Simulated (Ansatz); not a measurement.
# BH3 (borane): levels of theory compared

Wanted: a comparison of 6 runs (UHF/6-31G*, PBE/6-31G*, UB3LYP/6-31G*, wB97X/6-31G*, UMP2/6-31G*, CCSD(T)/6-31G*) of BH3 (borane). 

Program for the calculation: Ansatz 0.2.0.

54 further runs of the same task are left out: 54 set aside as unsound or not needed.

### 1 The structure to begin with

BH3: 4 atoms, total charge 0, spin state singlet. SMILES: `B`. The H2–B1 distance was set to 2.984 Å, away from the relaxed value. At this shape a bond of the SMILES string is far longer than usual.

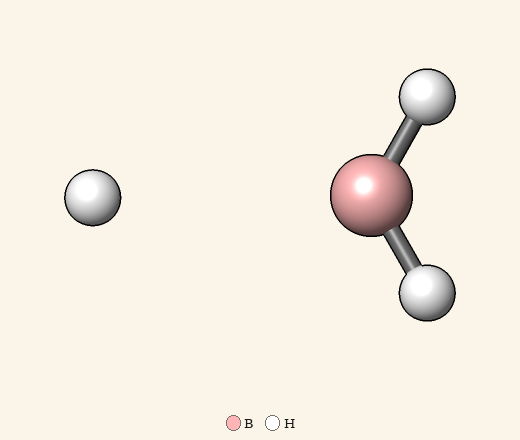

Viewed from a chosen angle; boron pink, hydrogen white.

### 2 The energy at UHF/6-31G(d) (spherical functions) (run 1)

Input file in.yaml:

```yaml
crystal:
  periodic: [false, false, false]
  atoms:
    - {symbol: B, position_ang: [-1.438531, -0.610292, -0.865939]}
    - {symbol: H, position_ang: [0.982200, 0.381700, 0.568800]}
    - {symbol: H, position_ang: [-1.728631, -1.766992, -0.817839]}
    - {symbol: H, position_ang: [-2.116831, 0.149708, -1.487739]}
basis:
  gaussian:
    orbitals: 6-31G_st_-spherical.json
magnetization:
  spin_polarized: true
  initial_magnetization: 0
hamiltonian:
  xc: hf
accuracy: high
```

The basis set 6-31G* is read from a file made from the Basis Set Exchange's data (not shown).

On the command line:

```bash
ansatz run in.yaml --threads 1 --pin off --max-ram 2610MiB --events-out events.jsonl --progress --plain --runs-dir runs
```

The program printed:

```text
Warning: RAYON_NUM_THREADS=1 ignored (pool sized by the plan → 1); use --threads N
Functional definition: HF
  name "HF"
  exchange = exact_x
  correlation = 0
409 factors; integrals over basis functions are off by at most 1.3e-8 eV
mean field evaluation 1: about -709.5330 eV, gradient 1.2e1 eV
mean field evaluation 2: about -709.5318 eV, gradient 1.2e1 eV
mean field evaluation 4: about -711.7266 eV, gradient 1.3e0 eV
mean field evaluation 8: about -711.7505 eV, gradient 5.6e-4 eV
mean field evaluation 16: about -714.2693 eV, gradient 5.7e-1 eV
mean field evaluation 32: about -714.2712 eV, gradient 6.4e-8 eV
mean field -714.27118935 eV, -26.2489820583 hartree, gradient 2.6e-8 eV, S^2 0.952824; 2 other end points of the search recorded, 0 dependent functions left out
reference -714.27118935 eV, -26.2489820583 hartree; 4, 4 occupied and 16, 16 virtual orbitals, 409 factors
Total energy: -714.27118935 eV, -26.2489820583 hartree
```

Wall time 0.16 s (1 thread of Arm Neoverse V1, shared host).

### 3 A single-point energy at PBE/6-31G(d) (spherical functions) (run 2)

Input file job.yaml:

```yaml
crystal:
  periodic: [false, false, false]
  atoms:
    - {symbol: B, position_ang: [-1.438531, -0.610292, -0.865939]}
    - {symbol: H, position_ang: [0.982200, 0.381700, 0.568800]}
    - {symbol: H, position_ang: [-1.728631, -1.766992, -0.817839]}
    - {symbol: H, position_ang: [-2.116831, 0.149708, -1.487739]}
basis:
  gaussian:
    orbitals: 6-31G_st_-spherical.json
magnetization:
  spin_polarized: false
  initial_magnetization: 0
hamiltonian:
  xc: {name: PBE}
accuracy: high
```

The basis set 6-31G* is read from a file made from the Basis Set Exchange's data (not shown).

On the command line:

```bash
ansatz run job.yaml --threads 1 --pin off --max-ram 2610MiB --events-out events.jsonl --progress --plain --runs-dir runs
```

The program printed:

```text
Warning: RAYON_NUM_THREADS=1 ignored (pool sized by the plan → 1); use --threads N
Functional definition: PBE
  name "PBE"
  parameter kappa = 0.804
  parameter beta = 0.06672455060314922
  exchange = pbe_x(kappa = kappa, mu = beta*pi^2/3)
  correlation = pbe_c(beta = beta)
409 factors; integrals over basis functions are off by at most 1.3e-8 eV
mean field evaluation 1: about -716.6647 eV, gradient 1.0e1 eV
mean field evaluation 2: about -709.1309 eV, gradient 2.6e1 eV
mean field evaluation 4: about -716.6947 eV, gradient 9.2e0 eV
mean field evaluation 8: about -716.6878 eV, gradient 9.2e0 eV
mean field evaluation 16: about -717.2467 eV, gradient 4.5e-9 eV
mean field -717.24673471 eV, -26.3583313331 hartree, gradient 1.5e-8 eV, S^2 0.000000; 0 other end points of the search recorded, 0 dependent functions left out
reference -717.24673687 eV, -26.3583314126 hartree; 4, 4 occupied and 16, 16 virtual orbitals, 409 factors
Total energy: -717.24673687 eV, -26.3583314126 hartree
```

Wall time 0.63 s (1 thread of Arm Neoverse V1, shared host).

Run 3 isn't shown in full; the table further down has it.

### 4 A single-point energy at wB97X/6-31G(d) (spherical functions) (run 4)

Changes to job.yaml since step 3:

```diff
@@ -10,7 +10,5 @@
     orbitals: 6-31G_st_-spherical.json
-magnetization:
-  spin_polarized: false
-  initial_magnetization: 0
+total_charge: 0
 hamiltonian:
-  xc: {name: PBE}
+  xc: {name: wB97X}
 accuracy: high
```

The basis set 6-31G* is read from a file made from the Basis Set Exchange's data (not shown).

On the command line:

```bash
ansatz run job.yaml --threads 1 --pin off --max-ram 2610MiB --events-out events.jsonl --progress --plain --runs-dir runs
```

The program printed, shortened:

```text
Warning: RAYON_NUM_THREADS=1 ignored (pool sized by the plan → 1); use --threads N
Functional definition: wB97X
  name "wB97X"
[...]
      + exact_x_lr(omega)
[...]
      + integral(e_c_pw_opposite_spin*poly(b97_u_opposite, 1, cos1, cos2, cos3, cos4))
409 factors; integrals over basis functions are off by at most 1.3e-8 eV
160 factors; integrals over basis functions are off by at most 1.2e-9 eV
[...]
mean field -717.81916283 eV, -26.3793676788 hartree, gradient 1.4e-8 eV, S^2 0.000000; 0 other end points of the search recorded, 0 dependent functions left out
reference -717.81916097 eV, -26.3793676103 hartree; 4, 4 occupied and 16, 16 virtual orbitals, 409 factors
Total energy: -717.81916097 eV, -26.3793676103 hartree
```

Run time: 2.8 s. Hardware: 1 thread of Arm Neoverse V1, shared host; peak memory 0.16 GiB.

Run 5 isn't shown in full; the table further down has it.

### 5 A single-point energy at CCSD(T)/6-31G(d) (spherical functions) (run 6)

Input file run.yaml:

```yaml
crystal:
  periodic: [false, false, false]
  atoms:
    - symbol: B
      position_ang: [-1.438531, -0.610292, -0.865939]
    - symbol: H
      position_ang: [0.982200, 0.381700, 0.568800]
    - symbol: H
      position_ang: [-1.728631, -1.766992, -0.817839]
    - symbol: H
      position_ang: [-2.116831, 0.149708, -1.487739]
basis:
  gaussian:
    orbitals: 6-31G_st_-spherical.json
accuracy: high
correlation:
  method: ccsd_t
  frozen_orbitals: {B: 1, H: 0}
scf:
  omitted_lower_state_checks: [cluster_reference, increment]
```

The basis set 6-31G* is read from a file made from the Basis Set Exchange's data (not shown).

On the command line:

```bash
ansatz run run.yaml --threads 1 --pin off --max-ram 2610MiB --events-out events.jsonl --progress --plain --runs-dir runs
```

The program printed:

```text
Warning: RAYON_NUM_THREADS=1 ignored (pool sized by the plan → 1); use --threads N
[... 12 lines left out ...]
1 core orbitals not correlated: weight in the atoms' cores, before any rotation towards them, 1.000 or more for the frozen orbitals, at most 0.000 for the correlated occupied ones
[... 30 lines left out ...]
WARN: these amplitudes may be one of several solutions (largest doubles amplitude 0.59, level shift 3.89 eV)
Total energy: -716.45404073 eV, -26.3292003668 hartree
Checks for a lower state left out: cluster_reference, increment
```

Run time: 0.18 s. Hardware: 1 thread of Arm Neoverse V1, shared host.

### 6 All runs side by side

```csv
run,level,frozen core orbitals,energy (Eh),wall time
1,UHF/6-31G* (spherical functions),–,-26.248982,0.16 s
2,PBE/6-31G* (spherical functions),–,-26.358331,0.63 s
3,UB3LYP/6-31G* (spherical functions),–,-26.442420,2.1 s
4,wB97X/6-31G* (spherical functions),–,-26.379368,2.8 s
5,UMP2/6-31G* (spherical functions),1,-26.303611,0.16 s
6,CCSD(T)/6-31G* (spherical functions),1,-26.329200,0.18 s
```

### 7 What came out

```
                                         quantity         value
                              run 6: total energy  -26.32920 Eh
run 6: correlation energy (1 core orbital frozen)    -172.9 mEh
                            run 6: (T) correction    -10.30 mEh
                             run 6: T1 diagnostic         0.070
```

**Reading.** Below the UHF energy at the same shape and in the same basis (6-31G*): UMP2 -54.6 mEh; CCSD(T) -80.2 mEh. Some of these start from another determinant than that one, so these aren't their correlation energies. Totals of different functionals can't be ranked against each other. In run 6 the T1 diagnostic is large, so a single reference may not serve. In run 6 the log says that unrestricted orbitals would lower the reference, so the values rest on an unstable closed-shell determinant (other closed-shell runs at this shape may share the fault). Spin contamination of the reference: run 1 ⟨S²⟩ = 0.95, run 5 ⟨S²⟩ = 0.95, run 3 ⟨S²⟩ = 0.82. Where it is this large, the reference is a mixture of spin states, and values that rest on it are in doubt. All runs together took 6 s, the longest 2.8 s.
